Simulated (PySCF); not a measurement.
SMILES [CH3][Ge]([CH3])([CH3])[SiH2]Cl (C3H11ClGeSi) at its GFN2-xTB optimised geometry (Å):

```
17

Si     0.8632     0.7907     0.0000
Cl     0.2819     2.7229     0.0000
Ge    -0.0786    -0.2846     1.8798
C      0.6632    -2.1191     2.0739
C      0.3012     0.7046     3.5634
C     -2.0545    -0.4489     1.7145
H      2.3269     0.7907     0.0000
H      0.4270     0.2201    -1.2754
H      1.7409    -2.0946     2.2089
H      0.2297    -2.6181     2.9363
H      0.4498    -2.7229     1.1963
H      1.3703     0.7669     3.7480
H     -0.1586     0.2080     4.4141
H     -0.0897     1.7172     3.5134
H     -2.3269    -1.0317     0.8387
H     -2.4742    -0.9401     2.5887
H     -2.5186     0.5295     1.6241
```

Method: PBE0/def2-SVP (PySCF 2.14.0). Cells within 0.4 Å of a nucleus heavier than hydrogen are left out (blank, or x).

Map of the deformation density (molecule minus spherical neutral atoms) (e/bohr³) on the plane z = 0.0 Å:

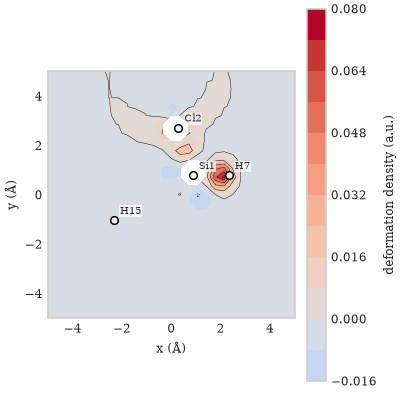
Fig. 1. Deformation density (molecule minus spherical neutral atoms) (e/bohr³) on the plane z = 0.0 Å.
